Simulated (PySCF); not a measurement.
# C6H11NSSi: geometry, NMR shifts, electronic excitations and core binding energies, part 2 of 2

PySCF 2.14.0. Atoms count from 0.

**5. X-ray photoelectron lines: SCAN, X2C**

The job: settings as JSON, then the geometry in Å.

```
{"job": {"kind": "xps"}, "charge": 0, "multiplicity": 1}
C      3.233595    -0.117671     0.038037
S      1.866894    -1.012144     0.847693
Si     0.138949    -0.171606    -0.091791
C      0.386099     1.610317    -0.592347
C     -0.896043    -1.209428    -1.289848
C     -2.138208    -0.814319    -0.452749
C     -1.473664    -0.446532     0.911305
C     -2.043405     0.643001     1.660773
N     -2.483003     1.558220     2.221725
H      3.153239     0.966405     0.193738
H      3.289134    -0.340706    -1.036248
H      4.156397    -0.472274     0.516111
H      1.150442     1.715951    -1.376773
H      0.682235     2.217018     0.277066
H     -0.561782     2.013933    -0.980662
H     -0.661724    -2.279929    -1.182098
H     -0.939287    -0.965094    -2.360225
H     -2.625812     0.078435    -0.873298
H     -2.909412    -1.595307    -0.364478
H     -1.368473    -1.336784     1.552757
```

Method: delta-SCF UKS SCAN, pcX-2 on the ionised atom, pcseg-1 elsewhere, spin-free X2C.

Output:

```text
ground state, core basis on atom 0 (C), 220 functions
  cycle   1  E = -979.02772063  |g| = 6.75e-01
  cycle   2  E = -978.82398484  |g| = 1.12e+00
  cycle   3  E = -979.10545027  |g| = 4.32e-01
  cycle   4  E = -979.14994399  |g| = 5.38e-02
  cycle   5  E = -979.15051030  |g| = 2.80e-02
  cycle   6  E = -979.15072395  |g| = 7.12e-03
  cycle   7  E = -979.15073687  |g| = 2.26e-03
  cycle   8  E = -979.15074179  |g| = 5.83e-04
  cycle   9  E = -979.15074017  |g| = 2.26e-04
  E(ground) = -979.21361574 Eh
hole in C 1s of atom 0
  cycle   1  E = -967.85820606  |g| = 1.50e+00
  cycle   2  E = -964.15488950  |g| = 2.58e+00
  cycle   3  E = -965.47045469  |g| = 1.58e+00
  cycle   4  E = -968.28370033  |g| = 4.83e-01
  cycle   5  E = -968.38367079  |g| = 3.11e-01
  cycle   6  E = -968.40338744  |g| = 2.61e-01
  cycle   7  E = -968.43371668  |g| = 5.98e-02
  cycle   8  E = -968.43569396  |g| = 1.66e-02
  cycle   9  E = -968.43583939  |g| = 5.29e-03
  cycle  10  E = -968.43585615  |g| = 2.34e-03
  cycle  11  E = -968.43586014  |g| = 1.18e-03
  cycle  12  E = -968.43586279  |g| = 8.00e-04
  cycle  13  E = -968.43586357  |g| = 1.68e-04
  E(ion) = -968.49895970 Eh   <S^2> = 0.7748   hole on atom = 1.000   binding energy = 291.561 eV
ground state, core basis on atom 1 (S), 231 functions
  cycle   1  E = -979.29837553  |g| = 4.05e-01
  cycle   2  E = -979.29808366  |g| = 5.07e-02
  cycle   3  E = -979.29709643  |g| = 7.78e-02
  cycle   4  E = -979.29879714  |g| = 7.91e-03
  cycle   5  E = -979.29878641  |g| = 9.81e-03
  cycle   6  E = -979.29880814  |g| = 1.21e-03
  cycle   7  E = -979.29880820  |g| = 1.53e-04
  E(ground) = -979.34803827 Eh
hole in S 1s of atom 1
  cycle   1  E = -887.06067366  |g| = 5.08e+00
  cycle   2  E = -884.92382799  |g| = 2.75e+00
  cycle   3  E = -869.67244915  |g| = 3.83e+00
  cycle   4  E = -888.14516050  |g| = 5.38e-01
  cycle   5  E = -887.93727212  |g| = 8.65e-01
  cycle   6  E = -888.26269525  |g| = 2.44e-01
  cycle   7  E = -888.29041485  |g| = 4.92e-02
  cycle   8  E = -888.29150960  |g| = 2.52e-02
  cycle   9  E = -888.29183077  |g| = 5.77e-03
  cycle  10  E = -888.29184318  |g| = 3.08e-03
  cycle  11  E = -888.29184559  |g| = 5.03e-04
  cycle  12  E = -888.29184783  |g| = 1.66e-04
  E(ion) = -888.33151399 Eh   <S^2> = 0.7514   hole on atom = 1.000   binding energy = 2476.686 eV
hole in S 2p of atom 1
  cycle   1  E = -972.62038092  |g| = 1.53e+00
  cycle   2  E = -970.34299064  |g| = 1.98e+00
  cycle   3  E = -969.66323033  |g| = 1.82e+00
  cycle   4  E = -973.03747935  |g| = 2.60e-01
  cycle   5  E = -973.05826184  |g| = 1.75e-01
  cycle   6  E = -973.07314455  |g| = 7.02e-02
  cycle   7  E = -973.07466820  |g| = 5.19e-02
  cycle   8  E = -973.07562655  |g| = 2.57e-02
  cycle   9  E = -973.07594704  |g| = 4.87e-03
  cycle  10  E = -973.07595725  |g| = 1.82e-03
  cycle  11  E = -973.07596017  |g| = 7.11e-04
  cycle  12  E = -973.07596070  |g| = 3.56e-04
  E(ion) = -973.13190302 Eh   <S^2> = 0.7534   hole on atom = 1.001   binding energy = 169.150 eV
  2p3/2 = 168.892 eV   2p1/2 = 170.138 eV
ground state, core basis on atom 2 (Si), 231 functions
  cycle   1  E = -979.24916645  |g| = 2.87e-01
  cycle   2  E = -979.24900555  |g| = 4.80e-02
  cycle   3  E = -979.24830951  |g| = 6.53e-02
  cycle   4  E = -979.24931977  |g| = 2.52e-02
  cycle   5  E = -979.24944838  |g| = 8.05e-03
  cycle   6  E = -979.24946772  |g| = 7.64e-04
  cycle   7  E = -979.24946441  |g| = 1.16e-04
  E(ground) = -979.27163248 Eh
hole in Si 1s of atom 2
  cycle   1  E = -910.29684288  |g| = 4.36e+00
  cycle   2  E = -909.49935352  |g| = 2.56e+00
  cycle   3  E = -909.77576836  |g| = 1.58e+00
  cycle   4  E = -911.09992202  |g| = 7.43e-01
  cycle   5  E = -911.18274556  |g| = 6.32e-01
  cycle   6  E = -911.37552748  |g| = 7.66e-02
  cycle   7  E = -911.37719064  |g| = 5.06e-02
  cycle   8  E = -911.37873534  |g| = 1.04e-02
  cycle   9  E = -911.37879157  |g| = 3.82e-03
  cycle  10  E = -911.37879961  |g| = 1.28e-03
  cycle  11  E = -911.37880055  |g| = 4.52e-04
  E(ion) = -911.40875635 Eh   <S^2> = 0.7527   hole on atom = 1.000   binding energy = 1846.643 eV
hole in Si 2p of atom 2
  cycle   1  E = -974.95768187  |g| = 1.25e+00
  cycle   2  E = -974.19495849  |g| = 1.59e+00
  cycle   3  E = -975.09256698  |g| = 6.06e-01
  cycle   4  E = -975.24307597  |g| = 3.62e-01
  cycle   5  E = -975.28895138  |g| = 1.75e-01
  cycle   6  E = -975.30390707  |g| = 3.80e-02
  cycle   7  E = -975.30480083  |g| = 1.03e-02
  cycle   8  E = -975.30485910  |g| = 3.92e-03
  cycle   9  E = -975.30486883  |g| = 1.21e-03
  cycle  10  E = -975.30486828  |g| = 5.01e-04
  cycle  11  E = -975.30486799  |g| = 1.77e-04
  E(ion) = -975.33858020 Eh   <S^2> = 0.7526   hole on atom = 1.003   binding energy = 107.024 eV
  2p3/2 = 106.789 eV   2p1/2 = 107.413 eV
ground state, core basis on atom 3 (C), 220 functions
  cycle   1  E = -979.15026723  |g| = 6.12e-02
  cycle   2  E = -979.15014924  |g| = 3.30e-02
  cycle   3  E = -979.15020735  |g| = 3.07e-02
  cycle   4  E = -979.15037320  |g| = 1.86e-02
  cycle   5  E = -979.15044910  |g| = 1.25e-03
  cycle   6  E = -979.15045175  |g| = 3.87e-04
  E(ground) = -979.21337870 Eh
hole in C 1s of atom 3
  cycle   1  E = -967.89957307  |g| = 1.51e+00
  cycle   2  E = -967.10806819  |g| = 1.85e+00
  cycle   3  E = -968.39258889  |g| = 3.96e-01
  cycle   4  E = -968.42339929  |g| = 3.02e-01
  cycle   5  E = -968.46487395  |g| = 1.47e-01
  cycle   6  E = -968.47351949  |g| = 5.31e-02
  cycle   7  E = -968.47490624  |g| = 9.69e-03
  cycle   8  E = -968.47494351  |g| = 6.60e-03
  cycle   9  E = -968.47496853  |g| = 1.50e-03
  cycle  10  E = -968.47496997  |g| = 8.16e-04
  cycle  11  E = -968.47497081  |g| = 3.66e-04
  E(ion) = -968.53653313 Eh   <S^2> = 0.7671   hole on atom = 1.000   binding energy = 290.532 eV
ground state, core basis on atom 4 (C), 220 functions
  cycle   1  E = -979.15183434  |g| = 5.83e-02
  cycle   2  E = -979.15175309  |g| = 2.61e-02
  cycle   3  E = -979.15173538  |g| = 2.76e-02
  cycle   4  E = -979.15190294  |g| = 1.11e-02
  cycle   5  E = -979.15193269  |g| = 1.20e-03
  cycle   6  E = -979.15193570  |g| = 2.61e-04
  E(ground) = -979.21505713 Eh
hole in C 1s of atom 4
  cycle   1  E = -967.90309688  |g| = 1.52e+00
  cycle   2  E = -966.82810758  |g| = 2.03e+00
  cycle   3  E = -968.37947629  |g| = 4.55e-01
  cycle   4  E = -968.37231221  |g| = 4.72e-01
  cycle   5  E = -968.47544897  |g| = 1.79e-01
  cycle   6  E = -968.48886882  |g| = 5.54e-02
  cycle   7  E = -968.49049218  |g| = 1.25e-02
  cycle   8  E = -968.49058142  |g| = 5.48e-03
  cycle   9  E = -968.49060054  |g| = 1.61e-03
  cycle  10  E = -968.49060155  |g| = 8.49e-04
  cycle  11  E = -968.49060258  |g| = 3.24e-04
  E(ion) = -968.55200562 Eh   <S^2> = 0.7690   hole on atom = 1.000   binding energy = 290.156 eV
ground state, core basis on atom 5 (C), 220 functions
  cycle   1  E = -979.15182160  |g| = 5.83e-02
  cycle   2  E = -979.15173843  |g| = 2.55e-02
  cycle   3  E = -979.15171435  |g| = 2.72e-02
  cycle   4  E = -979.15187615  |g| = 1.16e-02
  cycle   5  E = -979.15190426  |g| = 9.58e-04
  cycle   6  E = -979.15190382  |g| = 2.69e-04
  E(ground) = -979.21491099 Eh
hole in C 1s of atom 5
  cycle   1  E = -967.87336670  |g| = 1.51e+00
  cycle   2  E = -965.33845235  |g| = 2.55e+00
  cycle   3  E = -968.14917452  |g| = 7.18e-01
  cycle   4  E = -968.23302046  |g| = 6.74e-01
  cycle   5  E = -968.40480402  |g| = 3.16e-01
  cycle   6  E = -968.45133370  |g| = 7.44e-02
  cycle   7  E = -968.45380445  |g| = 2.12e-02
  cycle   8  E = -968.45406731  |g| = 8.42e-03
  cycle   9  E = -968.45411441  |g| = 2.82e-03
  cycle  10  E = -968.45412151  |g| = 1.49e-03
  cycle  11  E = -968.45412328  |g| = 6.95e-04
  cycle  12  E = -968.45412335  |g| = 3.47e-04
  E(ion) = -968.51611764 Eh   <S^2> = 0.7725   hole on atom = 1.000   binding energy = 291.129 eV
ground state, core basis on atom 6 (C), 220 functions
  cycle   1  E = -979.15249834  |g| = 5.87e-02
  cycle   2  E = -979.15242644  |g| = 2.57e-02
  cycle   3  E = -979.15235711  |g| = 3.12e-02
  cycle   4  E = -979.15253690  |g| = 1.51e-02
  cycle   5  E = -979.15258831  |g| = 6.75e-04
  cycle   6  E = -979.15258869  |g| = 1.82e-04
  E(ground) = -979.21579500 Eh
hole in C 1s of atom 6
  cycle   1  E = -967.86955054  |g| = 1.52e+00
  cycle   2  E = -965.43829262  |g| = 2.58e+00
  cycle   3  E = -968.04875281  |g| = 8.98e-01
  cycle   4  E = -968.23282645  |g| = 6.79e-01
  cycle   5  E = -968.43765901  |g| = 1.86e-01
  cycle   6  E = -968.45438212  |g| = 6.55e-02
  cycle   7  E = -968.45665769  |g| = 2.06e-02
  cycle   8  E = -968.45690625  |g| = 9.10e-03
  cycle   9  E = -968.45696893  |g| = 2.97e-03
  cycle  10  E = -968.45698317  |g| = 2.07e-03
  cycle  11  E = -968.45698925  |g| = 1.26e-03
  cycle  12  E = -968.45699261  |g| = 6.93e-04
  cycle  13  E = -968.45699485  |g| = 3.94e-04
  E(ion) = -968.51908999 Eh   <S^2> = 0.7718   hole on atom = 1.000   binding energy = 291.072 eV
ground state, core basis on atom 7 (C), 220 functions
  cycle   1  E = -979.15478415  |g| = 5.84e-02
  cycle   2  E = -979.15454412  |g| = 3.74e-02
  cycle   3  E = -979.15401883  |g| = 6.09e-02
  cycle   4  E = -979.15484126  |g| = 8.98e-03
  cycle   5  E = -979.15486456  |g| = 6.34e-04
  cycle   6  E = -979.15486400  |g| = 3.10e-04
  E(ground) = -979.22003208 Eh
hole in C 1s of atom 7
  cycle   1  E = -967.88245750  |g| = 1.51e+00
  cycle   2  E = -961.88833252  |g| = 2.83e+00
  cycle   3  E = -963.20812638  |g| = 2.02e+00
  cycle   4  E = -968.13192864  |g| = 8.39e-01
  cycle   5  E = -967.37075518  |g| = 1.01e+00
  cycle   6  E = -968.41365488  |g| = 1.91e-01
  cycle   7  E = -968.42860153  |g| = 1.18e-01
  cycle   8  E = -968.43559372  |g| = 5.40e-02
  cycle   9  E = -968.43740283  |g| = 1.25e-02
  cycle  10  E = -968.43750382  |g| = 7.60e-03
  cycle  11  E = -968.43754955  |g| = 4.76e-03
  cycle  12  E = -968.43757729  |g| = 2.34e-03
  cycle  13  E = -968.43759460  |g| = 1.35e-03
  cycle  14  E = -968.43759818  |g| = 5.45e-04
  cycle  15  E = -968.43759798  |g| = 2.02e-04
  E(ion) = -968.50090654 Eh   <S^2> = 0.8121   hole on atom = 1.000   binding energy = 291.682 eV
ground state, core basis on atom 8 (N), 220 functions
  cycle   1  E = -979.16478783  |g| = 7.54e-02
  cycle   2  E = -979.16385727  |g| = 7.07e-02
  cycle   3  E = -979.16351647  |g| = 8.06e-02
  cycle   4  E = -979.16491397  |g| = 8.84e-03
  cycle   5  E = -979.16493265  |g| = 1.09e-03
  cycle   6  E = -979.16493442  |g| = 3.27e-04
  E(ground) = -979.22670103 Eh
hole in N 1s of atom 8
  cycle   1  E = -963.59200879  |g| = 1.84e+00
  cycle   2  E = -958.65257542  |g| = 2.83e+00
  cycle   3  E = -959.92637592  |g| = 1.95e+00
  cycle   4  E = -964.21821297  |g| = 4.38e-01
  cycle   5  E = -964.15440989  |g| = 6.05e-01
  cycle   6  E = -964.30629802  |g| = 6.93e-02
  cycle   7  E = -964.30863002  |g| = 3.35e-02
  cycle   8  E = -964.30930784  |g| = 1.22e-02
  cycle   9  E = -964.30943777  |g| = 6.90e-03
  cycle  10  E = -964.30949329  |g| = 3.78e-03
  cycle  11  E = -964.30951995  |g| = 1.87e-03
  cycle  12  E = -964.30952167  |g| = 8.36e-04
  cycle  13  E = -964.30952338  |g| = 6.20e-04
  cycle  14  E = -964.30952265  |g| = 2.60e-04
  E(ion) = -964.37119519 Eh   <S^2> = 0.8038   hole on atom = 1.000   binding energy = 404.239 eV
```

Run time: 4.7 min. Hardware: 1 thread, shared host.

The holes in one table. −ε is the ground-state orbital energy:

| hole | stands for | environment | ΔSCF (eV; 2p as the shell's mean) | −ε (eV) | ⟨S²⟩ |
| --- | --- | --- | --- | --- | --- |
| C1s on C0 | C0 | methyl carbon bonded to S | 291.56 | 274.9 | 0.775 |
| S1s on S1 | S1 | sulfur bonded to C, Si | 2476.69 | 2414.9 | 0.751 |
| S2p on S1 | S1 | sulfur bonded to C, Si | 169.31 | 158.1 | 0.753 |
| Si1s on Si2 | Si2 | silicon bonded to 3 C, S, in a 4-membered ring | 1846.64 | 1794.1 | 0.753 |
| Si2p on Si2 | Si2 | silicon bonded to 3 C, S, in a 4-membered ring | 107.00 | 96.8 | 0.753 |
| C1s on C3 | C3 | methyl carbon bonded to Si | 290.53 | 273.8 | 0.767 |
| C1s on C4 | C4 | sp3 CH2 bonded to Si | 290.16 | 273.7 | 0.769 |
| C1s on C5 | C5 | sp3 CH2 in a ring | 291.13 | 274.6 | 0.772 |
| C1s on C6 | C6 | sp3 CH bonded to Si, α to a nitrile | 291.07 | 274.7 | 0.772 |
| C1s on C7 | C7 | nitrile carbon | 291.68 | 274.4 | 0.812 |
| N1s on N8 | N8 | nitrile nitrogen | 404.24 | 385.6 | 0.804 |

With the spin-orbit splitting: S1 2p3/2 168.89, 2p1/2 170.14 eV; Si2 2p3/2 106.79, 2p1/2 107.41 eV. The table gives each 2p level as the mean over the whole 2p shell (two parts 2p3/2, one part 2p1/2), which differs a little from the single hole in the log.

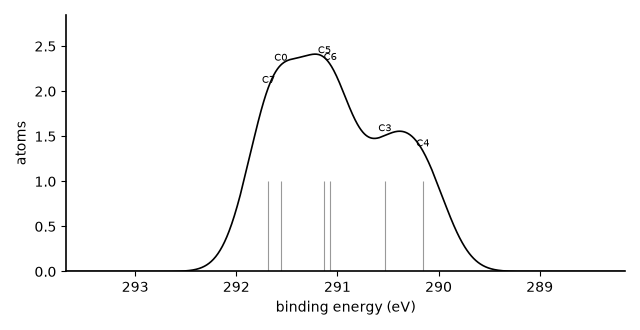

The C1s photoelectron lines, weighted by the number of atoms. Lines are broadened to a width of 0.60 eV (Gaussian).

**6. Results**

The summary covers parts 1 to 2.

```
                                                              quantity                                                                value
                                                           point group                                                                   C1
                                  rotational constants (main isotopes)                                                 1.76, 0.77, 0.69 GHz
                                ¹³C shifts against TMS (PBE0/pcSseg-1)                              124.6, 24.2, 20.5, 18.6, 12.8, -4.5 ppm
¹H shifts against TMS (PBE0/pcSseg-1, means over atoms taken as alike)                         2.50, 1.98, 1.94, 1.78, 1.19, 1.17, 0.66 ppm
                                ³³S shifts against CS2 (PBE0/pcSseg-1)                                                             -154 ppm
                               ²⁹Si shifts against TMS (PBE0/pcSseg-1)                                                             34.2 ppm
                                ¹⁵N shifts against NH3 (PBE0/pcSseg-1)                                                            302.2 ppm
                                      lowest singlet (B3LYP/def2-SVPD)                                          5.29 eV (234 nm), f = 0.006
                              brightest single state of those computed                                          state 2, 6.10 eV, f = 0.036
                                                        lowest triplet                                                              4.95 eV
                                     vertical ionisation energy (ΔSCF)                                                              8.90 eV
                                      C1s binding energies, SCAN/pcX-2  C7 291.68, C0 291.56, C5 291.13, C6 291.07, C3 290.53, C4 290.16 eV
                                      S1s binding energies, SCAN/pcX-2                                                        S1 2476.69 eV
                                      S2p binding energies, SCAN/pcX-2                                                         S1 169.31 eV
                                     Si1s binding energies, SCAN/pcX-2                                                       Si2 1846.64 eV
                                     Si2p binding energies, SCAN/pcX-2                                                        Si2 107.00 eV
                                      N1s binding energies, SCAN/pcX-2                                                         N8 404.24 eV
```

In words: Relaxing lowered the energy by 0.175 eV in 13 steps; the close pair that moved most is Si2–C3, from 1.898 to 1.867 Å. No frequency check was run at this level, so the end point may be a saddle. C7 (nitrile carbon) lies farthest downfield among carbon, at 124.6 ppm; C≡N carbons fall here, among the sp2 signals but without a proton. At PBE0/pcSseg-1: The largest span, 488 ppm, is at N8, where the paramagnetic term is -377 ppm. The first singlet state (HOMO→LUMO 0.96) lies at 5.29 eV and is weak; of the 10 states computed, the strongest absorption comes from states 8 to 9 together at 6.92 eV. The lowest triplet lies 0.33 eV below the lowest singlet (triplets in Tamm-Dancoff, singlets in full TDDFT). The orbital energy would give 6.90 eV for ionisation, ΔSCF gives 8.90 eV. C7 (nitrile carbon) binds its C1s electron 1.53 eV more tightly than C4 (sp3 CH2 bonded to Si).
